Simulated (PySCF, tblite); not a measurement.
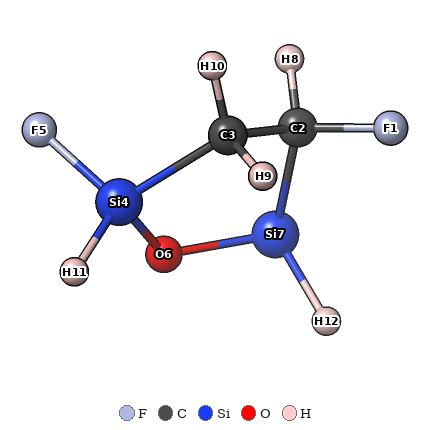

First-order isotropic EPR spectrum (fast tumbling, first derivative) of C₂H₅F₂OSi₂, SMILES F[C@@H]1C[Si@@H](F)O[SiH]1, doublet at 9.30 GHz, Lorentzian lines of 0.16 mT full width at half height, from computed g and hyperfine couplings (B3LYP/pcH-1 in PySCF, at a GFN2-xTB geometry (a minimum by its frequencies), gas phase); values of one conformer, averaged over methyl-type rotors alone; other conformers aren't averaged in; no vibrational averaging; dilute isotopes left out. The SMILES is one Lewis form and needn't show where the spin sits.

Give g and the hyperfine couplings.

Answer. g_iso = 2.0025, which centres the spectrum at 331.8 mT; it spans 7.0 mT.

```
nuclei  isotope  a (mT)  a (MHz)
   H12       ¹H    5.41    151.5
    F1      ¹⁹F    0.95     26.7
   H10       ¹H    0.29      8.0
   H11       ¹H    0.18      5.1
    H8       ¹H   −0.09     −2.6
    F5      ¹⁹F   −0.06     −1.8
    H9       ¹H   −0.04     −1.0
```

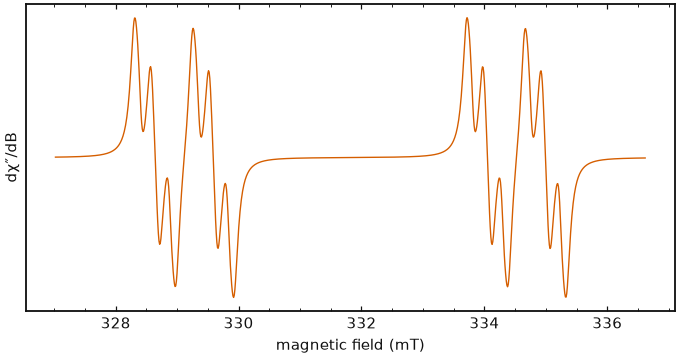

Note: the tight-binding geometry is rougher than a DFT one and adds to the error.
